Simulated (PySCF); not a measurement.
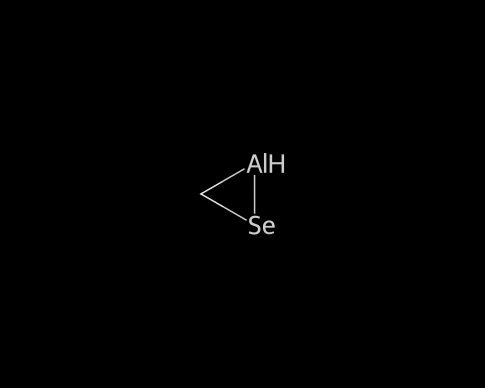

Figure made from data computed with PySCF.

Q: Give its SMILES.

A: [CH2]1[AlH][Se]1

Q: Give the formula, hydrogens included.

A: CH3AlSe.

Q: An optimisation with PBE0-D4/def2-TZVP gave a structure of which point group?

A: Cs.
